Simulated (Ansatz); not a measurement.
# Squeezing and shearing random zinc-blende (Ga, In, Al)As solid solution (64 atoms)

Aim: relax random zinc-blende (Ga, In, Al)As solid solution (64 atoms), then change its volume and shape to read moduli from the stress.

Program: Ansatz 0.2.0. Level of theory: Kohn-Sham DFT, revPBE, PAW (set soft_1), plane waves. Results are calculated unless marked as measured.

## 1. Set-up

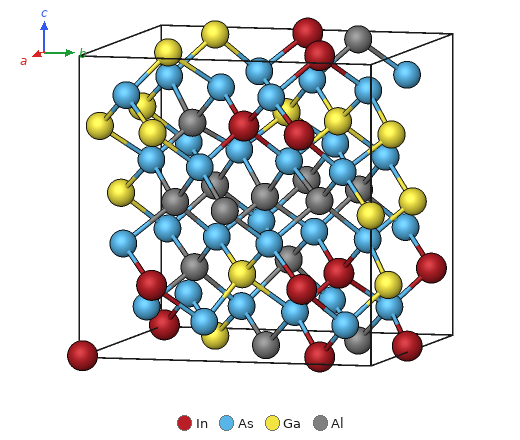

The cell as given, slightly off an axis (indium red, arsenic blue, gallium yellow, aluminium grey). Bonds to atoms that aren't drawn are left out. Some periodic images of atoms are drawn too.

The cell holds 64 atoms: 10 In, 32 As, 11 Ga and 11 Al. Cell: a = 11.554 Å, b = 11.554 Å, c = 11.554 Å, α = 90.0°, β = 90.0°, γ = 90.0°. It derives from GaAs and InAs and AlAs. Zinc-blende lattice (a = 5.777 Å, the mean of the end members), 2 x 2 x 2 cells, metal sites filled at random with 11 Ga, 10 In, 11 Al; every coordinate displaced by a Gaussian of 0.07 Å.

Limits known from the start: Only the Γ point is sampled.

## 2. Single point at the start

The forces at the start show how far the geometry lies from a minimum of this functional.

Contents of input.yaml:

```yaml
crystal:
  lattice:
    - [11.554, 0.0, 0.0]
    - [0.0, 11.554, 0.0]
    - [0.0, 0.0, 11.554]
  atoms:
    - { symbol: In, position: [0.99668, 0.01003, 0.00503] }
    - { symbol: As, position: [0.13133, 0.13022, 0.12628] }
    - { symbol: In, position: [0.99366, 0.24601, 0.2451] }
    - { symbol: As, position: [0.1306, 0.38014, 0.37351] }
    - { symbol: In, position: [0.24705, 0.99576, 0.24758] }
    - { symbol: As, position: [0.36699, 0.12436, 0.36609] }
    - { symbol: Ga, position: [0.23738, 0.25162, 0.00095] }
    - { symbol: As, position: [0.36393, 0.37774, 0.11576] }
    - { symbol: Ga, position: [0.98679, 0.99536, 0.49784] }
    - { symbol: As, position: [0.12726, 0.13003, 0.62804] }
    - { symbol: Ga, position: [0.99454, 0.2496, 0.75101] }
    - { symbol: As, position: [0.12411, 0.37105, 0.87016] }
    - { symbol: Ga, position: [0.25612, 0.00689, 0.75666] }
    - { symbol: As, position: [0.36487, 0.12958, 0.87116] }
    - { symbol: Al, position: [0.26161, 0.25804, 0.5021] }
    - { symbol: As, position: [0.38345, 0.37537, 0.63698] }
    - { symbol: In, position: [0.00411, 0.50353, 0.98883] }
    - { symbol: As, position: [0.1241, 0.62057, 0.11753] }
    - { symbol: In, position: [0.99557, 0.76105, 0.24674] }
    - { symbol: As, position: [0.11283, 0.86942, 0.36621] }
    - { symbol: Al, position: [0.25517, 0.50878, 0.26268] }
    - { symbol: As, position: [0.37389, 0.6299, 0.371] }
    - { symbol: Al, position: [0.24671, 0.7447, 0.99978] }
    - { symbol: As, position: [0.36484, 0.88475, 0.12772] }
    - { symbol: Al, position: [0.99901, 0.49826, 0.50027] }
    - { symbol: As, position: [0.1308, 0.63361, 0.63794] }
    - { symbol: In, position: [0.99087, 0.75111, 0.75792] }
    - { symbol: As, position: [0.1159, 0.87547, 0.87232] }
    - { symbol: Ga, position: [0.24451, 0.49849, 0.75042] }
    - { symbol: As, position: [0.38323, 0.62553, 0.87637] }
    - { symbol: Al, position: [0.24804, 0.74775, 0.50115] }
    - { symbol: As, position: [0.37091, 0.87346, 0.62635] }
    - { symbol: In, position: [0.51001, 0.98679, 0.01516] }
    - { symbol: As, position: [0.62936, 0.12645, 0.13415] }
    - { symbol: Al, position: [0.49777, 0.25373, 0.2549] }
    - { symbol: As, position: [0.62519, 0.36589, 0.37216] }
    - { symbol: Ga, position: [0.76456, 0.99344, 0.24453] }
    - { symbol: As, position: [0.87031, 0.11419, 0.36759] }
    - { symbol: Ga, position: [0.75959, 0.23719, 0.99429] }
    - { symbol: As, position: [0.87221, 0.39219, 0.11622] }
    - { symbol: Ga, position: [0.49859, 0.00216, 0.4948] }
    - { symbol: As, position: [0.62532, 0.14172, 0.62185] }
    - { symbol: Al, position: [0.51256, 0.25075, 0.73586] }
    - { symbol: As, position: [0.62026, 0.37916, 0.8683] }
    - { symbol: Ga, position: [0.7521, 0.00063, 0.74278] }
    - { symbol: As, position: [0.87146, 0.12504, 0.86057] }
    - { symbol: Al, position: [0.74487, 0.25662, 0.49666] }
    - { symbol: As, position: [0.87516, 0.37773, 0.62919] }
    - { symbol: Al, position: [0.50514, 0.50111, 0.00403] }
    - { symbol: As, position: [0.63161, 0.63591, 0.13041] }
    - { symbol: In, position: [0.50097, 0.7497, 0.24936] }
    - { symbol: As, position: [0.62948, 0.88432, 0.3785] }
    - { symbol: Ga, position: [0.75551, 0.48945, 0.26486] }
    - { symbol: As, position: [0.87716, 0.61663, 0.38194] }
    - { symbol: In, position: [0.74689, 0.75296, 0.99678] }
    - { symbol: As, position: [0.8705, 0.87513, 0.11836] }
    - { symbol: Al, position: [0.49486, 0.49442, 0.4951] }
    - { symbol: As, position: [0.62464, 0.61374, 0.63023] }
    - { symbol: Ga, position: [0.50078, 0.74635, 0.75378] }
    - { symbol: As, position: [0.61555, 0.88259, 0.87185] }
    - { symbol: In, position: [0.74918, 0.49357, 0.75599] }
    - { symbol: As, position: [0.88022, 0.62414, 0.86822] }
    - { symbol: Al, position: [0.75323, 0.75396, 0.5153] }
    - { symbol: As, position: [0.88247, 0.87, 0.62774] }
kpoints:
  mp_grid: { grid: [1, 1, 1] }
hamiltonian:
  xc: revpbe
  pseudopotentials: { kind: paw, azcp: { folder: soft_1 } }
scf:
  occupations: { method: gaussian, width: 0.025 }
output:
  forces: true
```

Run with:

```console
> ansatz run input.yaml --threads 4 --pin off --max-ram 8192MiB --backend cpu --events-out ev --progress --plain --runs-dir out
```

Numbers of over 12 decimals in the logs are rounded to 6 here.

Output:

```text
Engine: ansatz 0.2.0, aarch64-unknown-linux-gnu
Pseudopotentials: kind: paw
Pseudopotential: In, paw, valence charge 13, recommended cutoff 420 eV (normal), soft_1/In.paw.azcp
Pseudopotential: As, paw, valence charge 15, recommended cutoff 420 eV (normal), soft_1/As.paw.azcp
Pseudopotential: Ga, paw, valence charge 13, recommended cutoff 420 eV (normal), soft_1/Ga.paw.azcp
Pseudopotential: Al, paw, valence charge 3, recommended cutoff 420 eV (normal), soft_1/Al.paw.azcp
Functional definition: revPBE
  parameter kappa = 1.245
  parameter beta = 0.066725
  exchange = pbe_x(kappa = kappa, mu = beta*pi^2/3)
  correlation = pbe_c(beta = beta)
Crystal: 64 atoms, lattice volume = 1542.400 Å³
Basis set: ecut = 420 eV, 30095 PW (Γ), exchange–correlation on 160×160×160 points (8 copies of the dense FFT grid, shifted against one another)
Bands: 457, of which v1, the nominal top of the filled ones, is band 393 counted from 1 (392 counted from 0)
Symmetry: 1 space group operations
Space group: P1 (ITA 1), of the structure as read, at distance tolerance 1.2e-4 Å
k-points: 1
Non-local potential: In, projectors of the file, l = 0: 2, l = 1: 2, l = 2: 2, l = 3: 1
Non-local potential: As, projectors of the file, l = 0: 2, l = 1: 2, l = 2: 3, l = 3: 1
Non-local potential: Ga, projectors of the file, l = 0: 2, l = 1: 2, l = 2: 3, l = 3: 1
Non-local potential: Al, projectors of the file, l = 0: 2, l = 1: 2, l = 2: 1
PAW form: soft (Blöchl's): semilocal exchange-correlation on the pseudo side does not see the compensation charge
PAW frozen core: In, regenerated for the run's functional, and the local potential with it (the file was generated under x = pbe(κ = 0.804, μ = 0.219515), c = pbe(β = 0.066725))
PAW frozen core: As, regenerated for the run's functional, and the local potential with it (the file was generated under x = pbe(κ = 0.804, μ = 0.219515), c = pbe(β = 0.066725))
PAW frozen core: Ga, regenerated for the run's functional, and the local potential with it (the file was generated under x = pbe(κ = 0.804, μ = 0.219515), c = pbe(β = 0.066725))
PAW frozen core: Al, regenerated for the run's functional, and the local potential with it (the file was generated under x = pbe(κ = 0.804, μ = 0.219515), c = pbe(β = 0.066725))
PAW one-centre angular grid: In, 590 points (default); XC on 64 Gauss nodes
PAW one-centre angular grid: As, 590 points (default); XC on 64 Gauss nodes
PAW one-centre angular grid: Ga, 590 points (default); XC on 64 Gauss nodes
PAW one-centre angular grid: Al, 110 points (default); XC on 64 Gauss nodes
Initial density: superposition of atomic densities (chi_scale 0.1, normalization cell, long waves kept (reshape's long-wave potential 0.16 eV rms))
Initial wavefunctions: pseudopotential atomic-orbital guess
Functional: x = revpbe(κ = 1.245, μ = 0.219515), c = pbe(β = 0.066725)
SCF iter   1: F=—  HF=-259172.726439 eV  |F-HF|=—  |Δ(HF+E_count)|=         —  Δρ=4.01e-2  dr2=2.03e1  ethr=3.10e-3  ⟨swp⟩=6.0  Hψ=1747  notcnv=0  defer=24
preconditioner: auto → Resta (q_TF=auto, 2.438 Å⁻¹)  ε∞=3.5  [insulator: Δε(μ)=0.556 eV  Ē_g=12.922 eV  σ=0.025 eV  W_gap=1.00  n_scr=388 (ndim 8)  ℏωp=20.4 eV  f_vac=0.000  D(μ)=0.00/eV (n_scr^D=0)  ε∞_Penn≈3.5]
SCF iter   2: F=—  HF=-259170.607991 eV  |F-HF|=—  |Δ(HF+E_count)|=    2.12e0  Δρ=2.26e-2  dr2=6.55e0  ethr=2.58e-3  ⟨swp⟩=2.0  Hψ=534  notcnv=0  defer=56
SCF iter   3: F=—  HF=-259169.995882 eV  |F-HF|=—  |Δ(HF+E_count)|=   6.12e-1  Δρ=3.71e-3  dr2=5.15e-1  ethr=8.34e-4  ⟨swp⟩=2.0  Hψ=797  notcnv=0  defer=56
SCF iter   4: F=—  HF=-259169.948834 eV  |F-HF|=—  |Δ(HF+E_count)|=   4.70e-2  Δρ=2.06e-3  dr2=6.39e-2  ethr=6.55e-5  ⟨swp⟩=3.0  Hψ=795  notcnv=0  defer=56
SCF iter   5: F=—  HF=-259170.025419 eV  |F-HF|=—  |Δ(HF+E_count)|=   7.66e-2  Δρ=7.25e-4  dr2=1.25e-2  ethr=8.13e-6  ⟨swp⟩=2.0  Hψ=792  notcnv=0  defer=54
automatic band count: iteration 5 solves 455 bands in place of 457: the levels show a gap, and the empty bands left out lie too high to hold charge; the band table lists the bands solved (type scf.n_extra_bands for more)
SCF iter   6: F=—  HF=-259170.036634 eV  |F-HF|=—  |Δ(HF+E_count)|=   1.12e-2  Δρ=2.97e-4  dr2=1.66e-3  ethr=1.59e-6  ⟨swp⟩=2.0  Hψ=787  notcnv=0  defer=54
SCF iter   7: F=—  HF=-259170.040105 eV  |F-HF|=—  |Δ(HF+E_count)|=   3.47e-3  Δρ=1.10e-4  dr2=1.98e-4  ethr=2.11e-7  ⟨swp⟩=2.0  Hψ=784  notcnv=0  defer=54
SCF iter   8: F=—  HF=-259170.040826 eV  |F-HF|=—  |Δ(HF+E_count)|=   7.22e-4  Δρ=3.49e-5  dr2=2.19e-5  ethr=2.52e-8  ⟨swp⟩=2.0  Hψ=785  notcnv=0  defer=54
SCF iter   9: F=—  HF=-259170.040684 eV  |F-HF|=—  |Δ(HF+E_count)|=   1.43e-4  Δρ=1.04e-5  dr2=2.01e-6  ethr=2.79e-9  ⟨swp⟩=2.0  Hψ=838  notcnv=0  defer=54
SCF iter  10: F=—  HF=-259170.040689 eV  |F-HF|=—  |Δ(HF+E_count)|=   5.62e-6  Δρ=4.38e-6  dr2=4.30e-7  ethr=2.56e-10  ⟨swp⟩=2.0  Hψ=784  notcnv=0  defer=54
SCF iter  11: F=—  HF=-259170.040690 eV  |F-HF|=—  |Δ(HF+E_count)|=   1.15e-6  Δρ=2.46e-6  dr2=1.24e-7  ethr=1.27e-11  ⟨swp⟩=4.0  Hψ=1636  notcnv=0
SCF iter  12: F=-259170.040691 eV  HF=-259170.040691 eV  |F-HF|=9.40e-9  |Δ(HF+E_count)|=   3.49e-7  Δρ=1.20e-6  dr2=2.92e-8  ethr=1.27e-11  ⟨swp⟩=4.0  Hψ=1628  notcnv=0
SCF 1 converged in 12 iterations: F = -259170.040691 eV  dr2 = 2.92e-8
  greatest PAW one-centre occupation: 0.999 electrons in one spin orbital (limit 2), on the As atom at site 39 (counted from 0), in its partial waves of l = 2
SCF converged after 12 iterations
Free energy (F): -259170.040691 eV
Harris-Foulkes:  -259170.040691 eV  (|F-HF|=9.40e-9)
Internal energy: -259170.040691 eV  (E = F + TS)
E sigma→0 (E₀):  -259170.040691 eV
Fermi energy:    7.867555 eV
--- Per-component energies (eV) ---
  E_band       = -9608.396828
  E_kinetic    = 6839.715225
  E_local      = -108449.800020  (includes V_loc(G=0)·N_el)
  E_nonlocal   = -10254.698624
  E_hartree    = 58649.785353
  E_xc         = -4808.267915
  E_vxc        = -4199.560263  (∫ρ·V_xc dr)
  E_paw        = -133856.051149  (= ΣΔE_a)
  E_vpaw       = -10843.617095  (= ΣTr[D̂ρ^β])
  E_aug_tail   = -0.000790  (compensation charges beyond the density's cutoff)
  E_ewald      = -67284.679023
  E_core_change = -6.043748  (= ΣΔE_core)
  E_smearing   = -0.000000  (= −TS)
  E_closure    = -0.000000  (closes the sum)
  Σ components = -259170.040691   (vs F -259170.040691, Δ=0.00e0)
--- Forces (eV/Å), atoms counted from 1 ---
  atom   1  In     0.41980075    -0.12489950    -0.82598114
  atom   2  As    -0.17677581     0.46194503    -0.61097374
  atom   3  In     0.04675528     1.37471454     0.16847199
  atom   4  As     0.07056144     0.02750450     0.92176956
  atom   5  In    -1.50849991     0.62115098     1.32342549
  atom   6  As     1.46892456     1.29793789     1.74567425
  atom   7  Ga     1.01527618    -0.00166328    -0.83013693
  atom   8  As     0.95655891     0.32077960     1.18180733
  atom   9  Ga     1.42330115     0.66726135     0.08314774
  atom  10  As    -0.24734122    -0.37101289    -0.71802973
  atom  11  Ga     0.76144415     0.14914382    -0.83251276
  atom  12  As     0.32740126    -0.73129068    -0.69064818
  atom  13  Ga    -1.16952358    -0.86892215    -0.76632434
  atom  14  As     1.66397469     0.83471622     0.73002178
[...]
atom  63  Al    -0.93137578    -0.90607091    -0.97857995
  atom  64  As    -1.83306644     1.74572689    -1.14430564
  max |Σ_I F_I| component: 9.85e-6 eV/Å
```

The job ended after 20 s (4 threads of Arm Neoverse V2, shared host; peak memory 2.2 GiB; 77 s of CPU time).

The r.m.s. force at the start is 1.1 eV/Å.

## 3. Cell and atoms relaxed

Cell and atoms are freed together, to release stress as well as forces.

Contents of input.yaml:

```yaml
crystal:
  lattice:
    - [11.554, 0.0, 0.0]
    - [0.0, 11.554, 0.0]
    - [0.0, 0.0, 11.554]
  atoms:
    [... the 64 atom lines of step 2 ...]
kpoints:
  mp_grid: { grid: [1, 1, 1] }
hamiltonian:
  xc: revpbe
  pseudopotentials: { kind: paw, azcp: { folder: soft_1 } }
scf:
  occupations: { method: gaussian, width: 0.025 }
output:
  forces: true
relax:
  f_tol: 0.05
  max_steps: 150
  cell: {}
```

Output:

```text
[...]
Crystal: 64 atoms, lattice volume = 1542.400 Å³
Basis set: ecut = 420 eV, 30095 PW (Γ), exchange–correlation on 160×160×160 points (8 copies of the dense FFT grid, shifted against one another)
Bands: 472, of which v1, the nominal top of the filled ones, is band 393 counted from 1 (392 counted from 0)
Symmetry: 1 space group operations
[...]
k-points: 1
[...]
SCF iter   1: F=—  HF=-259172.725702 eV  |F-HF|=—  |Δ(HF+E_count)|=         —  Δρ=4.01e-2  dr2=2.03e1  ethr=3.10e-3  ⟨swp⟩=6.0  Hψ=1829  notcnv=0  defer=15
[...]
SCF iter  12: F=-259170.040691 eV  HF=-259170.040691 eV  |F-HF|=9.60e-9  |Δ(HF+E_count)|=   3.02e-7  Δρ=1.13e-6  dr2=2.65e-8  ethr=1.27e-11  ⟨swp⟩=4.0  Hψ=1603  notcnv=0
SCF 1 converged in 12 iterations: F = -259170.040691 eV  dr2 = 2.65e-8
[...]
relax step   1: F+E_penalty+E_count = -259170.04069084 eV  Δ(F+E_penalty+E_count) = +0.000e0 eV  max|allowed force component| = 3.732e0 eV/Å  Δτ_max = 0.0000 Å  P = +6.626 GPa  Ω = 1542.400 Å³  (12 SCF iters, dr2 threshold 1.00e-7 eV, accepted)
[...]
relax step   2: F+E_penalty+E_count = -259179.12035066 eV  Δ(F+E_penalty+E_count) = -9.080e0 eV  max|allowed force component| = 9.061e-1 eV/Å  Δτ_max = 0.1944 Å  P = +1.021 GPa  Ω = 1634.386 Å³  energy of the carried Pulay correction = -1.597e-2 eV  (8 SCF iters, dr2 threshold 6.40e-6 eV, accepted)
[...]
relax step   3: F+E_penalty+E_count = -259180.28700931 eV  Δ(F+E_penalty+E_count) = -1.167e0 eV  max|allowed force component| = 1.306e-1 eV/Å  Δτ_max = 0.1770 Å  P = -0.178 GPa  Ω = 1661.227 Å³  energy of the carried Pulay correction = -2.046e-2 eV  (8 SCF iters, dr2 threshold 6.40e-6 eV, accepted)
[...]
relax step   4: F+E_penalty+E_count = -259180.32674817 eV  Δ(F+E_penalty+E_count) = -3.974e-2 eV  max|allowed force component| = 1.827e-2 eV/Å  Δτ_max = 0.0430 Å  P = -0.012 GPa  Ω = 1656.745 Å³  energy of the carried Pulay correction = -1.972e-2 eV  (7 SCF iters, dr2 threshold 1.07e-6 eV, accepted)
[...]
relax step   5: F+E_penalty+E_count = -259180.34869386 eV  Δ(F+E_penalty+E_count) = -2.195e-2 eV  max|allowed force component| = 1.825e-2 eV/Å  Δτ_max = 0.0000 Å  P = -0.006 GPa  Ω = 1656.745 Å³  stress off target by 2.31e-2 GPa  SCF on the basis re-selected at this cell (its energy is not comparable with the rows above)  (8 SCF iters)
basis re-selected at this cell: Δ(F+E_penalty+E_count) = -2.195e-2 eV, ΔP = +0.005 GPa vs the last step (what re-selecting the basis moved, of the pressure what is left beyond the Pulay correction that the steps carried, after the strain that the cell walked since its last selection, [...]
SCF converged after 8 iterations
Free energy (F): -259180.348694 eV
[...]
Internal energy: -259180.348694 eV  (E = F + TS)
E sigma→0 (E₀):  -259180.348694 eV
Fermi energy:    6.744561 eV
[...]
--- Forces (eV/Å), atoms counted from 1 ---
  atom   1  In    -0.00555620    -0.00411903    -0.01825193
  atom   2  As    -0.00951850    -0.00882261    -0.00328788
  atom   3  In     0.01576621     0.00459474     0.00906544
  atom   4  As    -0.00489375    -0.00067780    -0.00281240
  atom   5  In     0.01006829     0.01609740    -0.00438767
  atom   6  As    -0.00173291    -0.00705724     0.00251980
  atom   7  Ga     0.00640336     0.00455046     0.00246804
  atom   8  As     0.00195275    -0.00166456     0.00713659
  atom   9  Ga     0.00848167     0.01001675    -0.00289160
  atom  10  As     0.00035368    -0.00011214     0.00765068
  atom  11  Ga     0.00412987    -0.00288176    -0.00509847
  atom  12  As    -0.00198927     0.00185786     0.01766982
  atom  13  Ga    -0.00175440     0.00610125    -0.00836059
  atom  14  As     0.00005546    -0.00593853     0.00596277
[...]
atom  63  Al     0.00225088    -0.00458239    -0.00643614
  atom  64  As    -0.01152929    -0.00401301     0.00675885
  max |Σ_I F_I| component: 8.19e-7 eV/Å
--- Stress (GPa, compression-positive) ---
       -0.005682      -0.007348       0.010074
       -0.007350      -0.016888       0.003884
        0.010075       0.003885       0.003944
  P = ⅓ Tr σ = -0.0062 GPa (-0.062 kbar)
--- Relaxed structure (4 steps of the walk, 4 accepted, 1 SCFs on fresh bases) ---
  F+E_penalty+E_count = -259180.34869386 eV   max|allowed force component| = 1.825e-2 eV/Å   (the final SCF, on the basis selected at the relaxed cell)
  cell:  # Å, volume = 1656.7446 Å³
    - [11.835408, 0.00184449, -0.00312481]
    - [0.00184449, 11.835392, -0.00222722]
    - [-0.00312481, -0.00222722, 11.827412]
  atoms:
    - { symbol: In, position: [0.999919, 0.00505766, -0.00402749] }
    - { symbol: As, position: [0.132508, 0.136204, 0.118744] }
    - { symbol: In, position: [0.998019, 0.253490, 0.253900] }
    - { symbol: As, position: [0.133166, 0.381360, 0.381520] }
[...]
- { symbol: As, position: [0.867607, 0.881452, 0.618764] }
```

It took 91 s on 4 threads; peak memory 2.4 GiB.

The relaxation converged after 4 steps, with a largest force component of 0.018 eV/Å.

(Continued in part 2 of 3.)

[Logs are printed without paths, hosts, clocks, repeated set-up lines and the standing remarks that a program may print on its own settings, such as how far it seeks lower states.]

[Hosts, paths, dates, database ids (printed as entryN), source tags and the programs' standing remarks are cut or masked in the printed files.]
